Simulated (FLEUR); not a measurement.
# free Ni(111) film, 4 layers: anisotropy by force theorems, part 2 of 2

One state of free Ni(111) film, 4 layers is converged without symmetry. Force theorems then give its anisotropy.

FLEUR MaX-R8.1; PBE; all-electron FLAPW film, Dirac cores, scalar-relativistic bands.

So far. Step 2 (Reference state): After 49 cycles the largest moment stands at 0.711 μB.

## 5. Spin–orbit coupling, moments along z

Level of this step: PBE; all-electron FLAPW film, Dirac cores, scalar-relativistic bands with spin-orbit coupling (FLEUR).

Spin–orbit coupling ties the spins to the lattice and lets orbital moments form.

A new self-consistent run of the start ferro ++++, with the moments along z. The k list default-1 (kpts.xml, not shown) is a Γ-centred 35×35×1 mesh.

File inp.xml:

```
<?xml version="1.0" encoding="UTF-8" standalone="no"?>
<fleurInput fleurInputVersion="0.39">
   <comment>
      Ni
   </comment>
   <calculationSetup>
      <cutoffs Kmax="3.66" Gmax="11.0" GmaxXC="11.0" numbands="152"/>
      <scfLoop itmax="150" minDistance="0.00002" maxIterBroyd="15" imix="Anderson" alpha="0.03" precondParam="0.0" spinf="2.0" sdNocoIR="T"/>
      <coreElectrons ctail="T" frcor="F" kcrel="0" coretail_lmax="0"/>
      <xcFunctional name="pbe" relativisticCorrections="F"/>
      <magnetism jspins="2"/>
      <soc l_soc="T" theta="0.0" phi="0.0" spav="F"/>
      <expertModes spex="0" secvar="F"/>
      <geometryOptimization l_f="F" forcealpha="1.0" forcemix="BFGS" epsdisp="0.00001" epsforce="0.00001"/>
      <ldaU l_linMix="F" mixParam="0.05" spinf="1.0"/>
   </calculationSetup>
   <cell>
      <bzIntegration valenceElectrons="72.0" mode="hist" fermiSmearingEnergy="0.00183747">
         <kPointListSelection listName="default-1"/>
         <xi:include xmlns:xi="http://www.w3.org/2001/XInclude" href="kpts.xml"> </xi:include>
      </bzIntegration>
      <xi:include xmlns:xi="http://www.w3.org/2001/XInclude" href="sym.xml"> </xi:include>
      <filmLattice scale="1.0" dVac="16.81" dTilda="19.31">
         <bravaisMatrixFilm>
            <row-1>    4.7086300406703598     0.0000001262337051</row-1>
            <row-2>   -2.3543151296652853     4.0777931691130949</row-2>
         </bravaisMatrixFilm>
         <vacuumEnergyParameters vacuum="1" spinUp="-.25" spinDown="-.25"/>
      </filmLattice>
   </cell>
   <atomSpecies>
      <species name="Nickel (Ni1.000" element="Ni" atomicNumber="28">
         <mtSphere radius="2.24" gridPoints="741" logIncrement="0.016"/>
         <atomicCutoffs lmax="8" lnonsphr="6"/>
         <electronConfig flipSpins="F">
            <coreConfig>(1s1/2) (2s1/2) (2p1/2) (2p3/2)</coreConfig>
            <valenceConfig>(3s1/2) (3p1/2) (3p3/2) (4s1/2) (3d3/2) (3d5/2)</valenceConfig>
            <stateOccupation state="(3d3/2)" spinUp="1.6" spinDown="1.6"/>
            <stateOccupation state="(3d5/2)" spinUp="2.9" spinDown="1.9"/>
         </electronConfig>
         <energyParameters s="4" p="4" d="3" f="4"/>
         <lo type="SCLO" l="0" n="3" eDeriv="0"/>
         <lo type="SCLO" l="1" n="3" eDeriv="0"/>
      </species>
   </atomSpecies>
   <atomGroups>
      <atomGroup species="Nickel (Ni1.000">
         <filmPos label="                   1">.0000000000 .0000000000 -5.7669745486</filmPos>
         <filmPos label="                   4">.0000000000 .0000000000 5.7669745486</filmPos>
         <force calculate="T" relaxXYZ="TTT"/>
      </atomGroup>
      <atomGroup species="Nickel (Ni1.000">
         <filmPos label="                   2">-1.000/3.000 1.000/3.000 -1.9223375129</filmPos>
         <filmPos label="                   3">1.000/3.000 -1.000/3.000 1.9223375129</filmPos>
         <force calculate="T" relaxXYZ="TTT"/>
      </atomGroup>
   </atomGroups>
   <output dos="F" band="F" slice="F">
      <bandDOS minEnergy="-.5*Htr" maxEnergy="0.5*Htr" sigma="0.015" storeEVData="T"/>
      <plotting iplot="0" polar="F">
         <plot TwoD="T" vec1="  1.0  0.0  0.0" vec2="  0.0  1.0  0.0" vec3="  0.0  0.0  1.0" zero="  0.0  0.0 -0.5" file="plot"/>
      </plotting>
      <moessbauerParams electricFieldGradient="F" isomerShift="F" coreHyperfine="F" valenceHyperfine="F"/>
   </output>
</fleurInput>
```

File crystal.txt:

```
Ni
&input film=T cartesian=F /
2.49169971213  0.00000006680  0.00000000000
-1.24584991392  2.15787521590  0.00000000000
0.00000000000  0.00000000000  1.00000000000
1.8897261246
1.0 1.0 1.0

4
28 0.00000000000  0.00000000000  -5.76697454864 : 1.000
28 0.66666666667  0.33333333333  -1.92233751292 : 1.000
28 0.33333333333  0.66666666667  1.92233751292 : 1.000
28 0.00000000000  0.00000000000  5.76697454864 : 1.000

&soc 0.0000000 0.0000000 /
&kpt div1=35 div2=35 div3=1 gamma=T /
```

Started as:

```console
$ OMP_NUM_THREADS=1 inpgen -f crystal.txt > inpgen.log  # inp.xml is then edited as shown
$ OMP_NUM_THREADS=1 mpirun -n 4 fleur_MPI > fleur.log
```

The log of the run:

```text
[banner, memory and clock lines left out]
Welcome to FLEUR        (www.flapw.de)
      MaX-Release 8.1          (www.max-centre.eu)

 ========== k-point set info ==========
 Selected k-point list: default-1
 k-point list type: mesh
 0 x 0 x 0
 Number of k points: 208

 [... set-up left out ...]
 Iteration:     1   Distance:      29.73008362 me/bohr^3
 Iteration:     2   Distance:      26.12164210 me/bohr^3
 Iteration:     3   Distance:      16.76795976 me/bohr^3
 Iteration:     4   Distance:      16.00604632 me/bohr^3
 Iteration:     5   Distance:       8.45856169 me/bohr^3
 Iteration:     6   Distance:       7.27906574 me/bohr^3
 Iteration:     7   Distance:       5.28902853 me/bohr^3
 Iteration:     8   Distance:       6.44580717 me/bohr^3
 Iteration:     9   Distance:       4.53222916 me/bohr^3
 Iteration:    10   Distance:       3.29785232 me/bohr^3
[... 18 iterations left out ...]
 Iteration:    29   Distance:       0.00073153 me/bohr^3
 Iteration:    30   Distance:       0.00065320 me/bohr^3
 Iteration:    31   Distance:       0.00064871 me/bohr^3
 Iteration:    32   Distance:       0.00050383 me/bohr^3
 Iteration:    33   Distance:       0.00030397 me/bohr^3
 Iteration:    34   Distance:       0.00013397 me/bohr^3
 Iteration:    35   Distance:       0.00010277 me/bohr^3
 Iteration:    36   Distance:       0.00011267 me/bohr^3
 Iteration:    37   Distance:       0.00003826 me/bohr^3
 Iteration:    38   Distance:       0.00001960 me/bohr^3

 ********************************************************************
 Run finished successfully
 Stop message:
   all done
 ********************************************************************

--- out.xml (last complete iteration) ---
<iteration numberForCurrentRun="   38" overallNumber="   38">
         [... left out ...]
         <bandgap value="0.0000000002" units="eV"/>
         <sumValenceSingleParticleEnergies value="-102.9113789057" units="Htr"/>
         <FermiEnergy value="-0.1863218022" units="Htr"/>
         [... left out ...]
         <magneticMomentsInMTSpheres units="muBohr">
            <globalMagMoment atomType="1" vec="0.00000   0.00000   0.70071"/>
            <globalMagMoment atomType="2" vec="0.00000   0.00000   0.70705"/>
         </magneticMomentsInMTSpheres>
         <orbitalMomentsInMTSpheres units="muBohr">
            <globalMagMoment atomType="1" vec="0.00000   0.00000   0.05209"/>
            <globalMagMoment atomType="2" vec="0.00000   0.00000   0.05474"/>
         </orbitalMomentsInMTSpheres>
         [... left out ...]
         <totalEnergy value="    -6083.2783211973" units="Htr">
            <sumOfEigenvalues value="    -3545.9933628596">
               <coreElectrons value="-3443.0819839539"/>
               <valenceElectrons value="-102.9113789057"/>
            </sumOfEigenvalues>
         [... left out ...]
            <freeEnergy value="-6083.2805647449"/>
            <extrapolationTo0K value="-6083.2794429711"/>
         </totalEnergy>
         <densityConvergence units="me/bohr^3">
            <chargeDensity spin="1" distance="0.0000087079"/>
            <chargeDensity spin="2" distance="0.0000164257"/>
            <overallChargeDensity distance="0.0000175232"/>
            <spinDensity distance="0.0000196010"/>
         </densityConvergence>
      </iteration>
```

Elapsed: 19 min, on 4 MPI ranks of Arm Neoverse V1, shared host; peak memory 1 GiB; 76 min of CPU time.

Spin moment in the muffin-tin sphere by atom:

| atom | spin moment in the muffin-tin sphere (μB) |
| --- | --- |
| Ni1 | 0.701 |
| Ni2 | 0.707 |
| Ni3 | 0.707 |
| Ni4 | 0.701 |

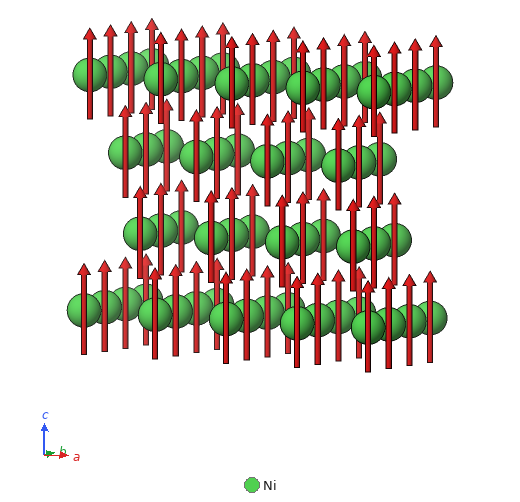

Spin moment in the muffin-tin sphere as arrows, the longest 0.707 μB. Up and down stand for the sign. Arrows give size and sign along the axis of quantisation, drawn up and down the page. 4×3×1 cells are drawn. Some periodic images of atoms are drawn too.

This step gave:

| Item | Value |
| --- | --- |
| free energy | -165534.4971 eV |
| program's band gap on this mesh (in a metal only a level spacing) | 2.00e-10 eV |
| magnetization | 2.664 μB |
| final state | ferromagnetic |
| orbital moment along the spin | 0.05474 μB |

Orbital moment in the sphere, along the spin axis by atom:

| atom | orbital moment in the sphere, along the spin axis (μB) |
| --- | --- |
| Ni1 | 0.0521 |
| Ni2 | 0.0547 |
| Ni3 | 0.0547 |
| Ni4 | 0.0521 |

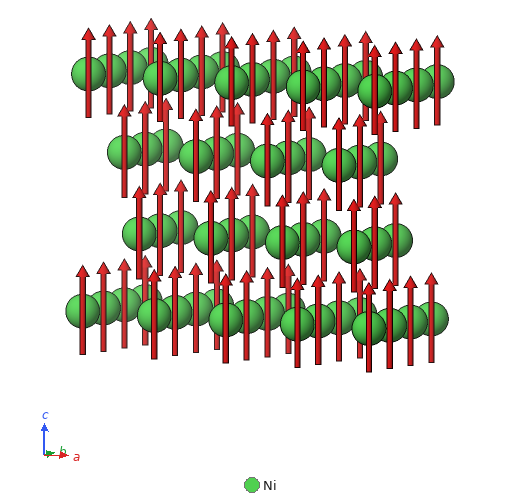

Orbital moment in the sphere, along the spin axis as arrows, the longest 0.0547 μB. Up and down stand for the sign. Arrows give size and sign along the axis of quantisation, drawn up and down the page. 4×3×1 cells are drawn. Some periodic images of atoms are drawn too.

## 6. Outcome

- reference state: ferromagnetic
- largest sphere moment: 0.711 μB
- easy direction of those tried: the plane normal to z
- energy along x less z, force theorem: -0.395 meV a primitive cell
- orbital moment on the atom of largest spin, along its spin (spin–orbit run): 0.0547 μB

By the force theorem the moments prefer the plane normal to z, with no direction in it resolved; shape anisotropy is not in it, and in a film it favours the plane. The difference for the second direction goes from -0.51 meV (mesh 23×23×1, 136 states, 6.7 min of CPU time) to -0.39 meV (mesh 35×35×1, 136 states, 15 min), so it is not converged. The orbital moment is parallel to the spin, as Hund's third rule has it for a shell over half filled. The state was typed, and no other order was converged beside it, so it need not be the ground state.

[Logs and program files are shortened in this print: banners, set-up blocks, solver, clock and traceback lines can be left out without a mark of their own.]

[Logs are printed without paths, hosts, clocks, repeated set-up lines and the standing remarks that a program may print on its own settings, such as how far it seeks lower states.]

[Hosts, paths, dates, database ids (printed as entryN), source tags and the programs' standing remarks are cut or masked in the printed files.]

[Where a cell is said to come from a database of computed structures, the database is the Materials Project.]
